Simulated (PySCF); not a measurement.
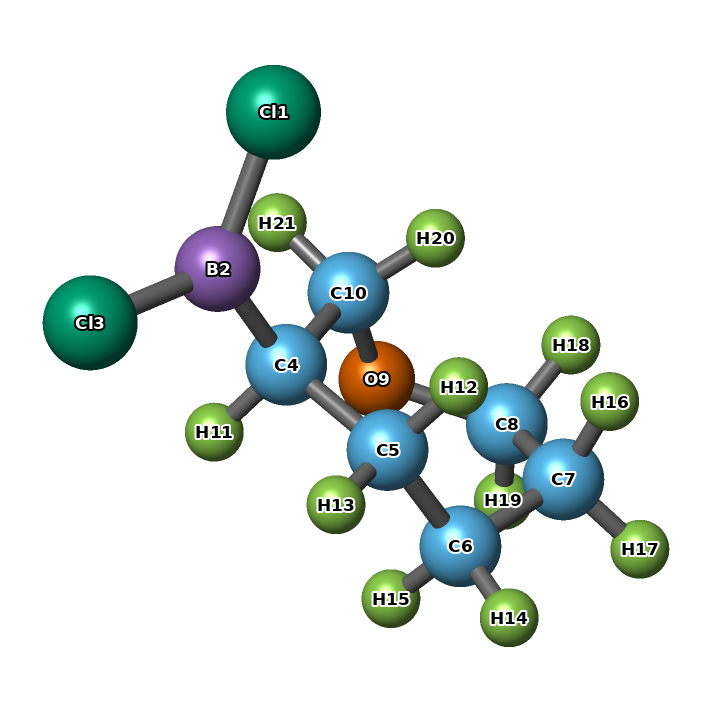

The thickness of each stick grows with its Mayer bond order. Computed geometry: GFN2-xTB optimisation. No frequency run is at hand to confirm it as a minimum. Computed with PBE0/pcSseg-1 (PySCF 2.14.0).

List the Mayer bond orders of Cl1–B2, B2–Cl3, B2–C4, C4–C5, C4–C10, C5–C6, C6–C7, C7–C8, C8–O9, O9–C10 (bonds between heavy atoms, one of each equivalent set).

| bond | Mayer order | length (Å) |
| --- | --- | --- |
| Cl1–B2 | 1.18 | 1.717 |
| B2–Cl3 | 1.19 | 1.716 |
| B2–C4 | 0.96 | 1.595 |
| C4–C5 | 1.00 | 1.547 |
| C4–C10 | 1.00 | 1.544 |
| C5–C6 | 1.05 | 1.530 |
| C6–C7 | 1.02 | 1.529 |
| C7–C8 | 1.02 | 1.536 |
| C8–O9 | 0.94 | 1.408 |
| O9–C10 | 0.92 | 1.408 |

The geometry is semi-empirical. Around B such bond lengths and angles can be off by a tenth of an ångström or more and by several degrees, and values that hang on the shape move with them.
